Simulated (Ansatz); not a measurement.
Consider OsBr3.

Input

```
crystal:
  lattice:
    - [5.2460108482, 0.0, 0.0]
    - [0.0, 5.2460108482, 0.0]
    - [0.0, 0.0, 5.2460108482]
  atoms:
    - { symbol: Os, position: [0.0, 0.0, 0.0], spin: 2.62 }
    - { symbol: Br, position: [0.5, 0.0, 0.0] }
    - { symbol: Br, position: [0.0, 0.0, 0.5] }
    - { symbol: Br, position: [0.0, 0.5, 0.0] }
basis:
  ecutwfc: 420
  ecutrho_ratio: 4
kpoints:
  mp_grid: { grid: [6, 6, 6] }
hamiltonian:
  xc: pbe
  hubbard:
    sites:
      - { species: Os, l: d, u_eff: 2.0, starting_ns: start.occupation_matrices }
    ns_hold: { iters: 6 }
scf:
  occupations: { method: gaussian, width: 0.05 }
  lower_state_search: "off"
output:
  forces: true
  stress: true
  eigenvalues: true
  populations: true
  hubbard: { sites: [{ species: Os, l: d }] }
  write_density: true
  write_potential: true
  elf: true
  volumetric_format: npy
magnetization:
  spin_polarized: true
```

Command:

```sh
ansatz run input.yaml --threads 2 --pin off --max-ram 2662MiB --backend cpu --events-out ev --progress --plain --runs-dir out
```

Below, planes, directions and counts refer to the conventional cell (a = 5.25 Å, b = 5.25 Å, c = 5.25 Å, α = 90.00°, β = 90.00°, γ = 90.00°).

Space group Pm-3m; started from the ReO3 prototype, which need not be the ambient phase; changed on purpose from its base cell (volume × 1.040); Hubbard U of 2 eV on Os d only; spin-polarised.

Method: DFT PBE+U, scalar-relativistic, plane waves, PAW in Ansatz.

Question: What can the converged valence pseudo-density, electron localisation function and spin density tell about the bonding?

Answer: Os–Br (2.62 Å): ρ at the midpoint is about 0.42 e/Å³; the ELF is about 0.35 at the midpoint.
The spin density sits on Os: +2.4 μB in one cell of 4 atoms, with smaller moments on other sites: Br (up to +0.15 μB): parallel main moments, as they must be, since the calculation's own cell holds one magnetic site. The cell of the calculation (4 atoms) carries 3.5 μB of net spin moment.

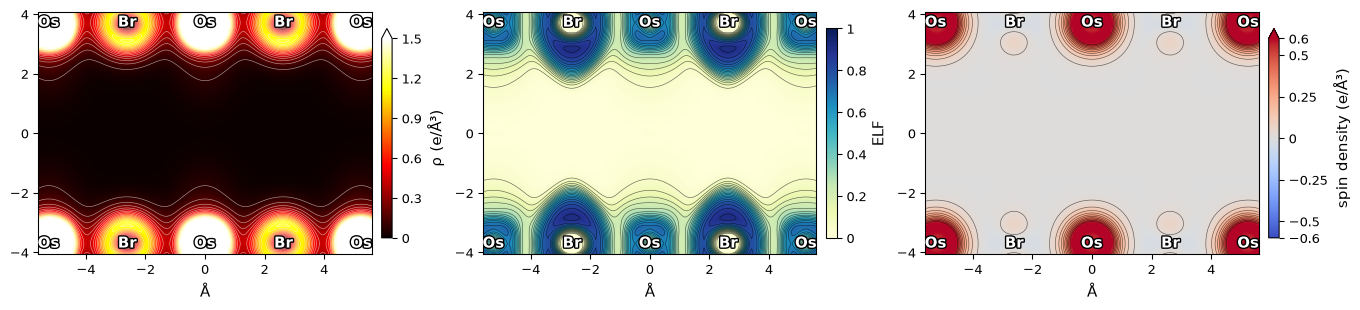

Computed valence pseudo-density, electron localisation function and spin density on the (101) plane of the conventional cell, in this order. 

Core electrons are frozen (PAW), and the valence fields are smoothed inside the atomic spheres.
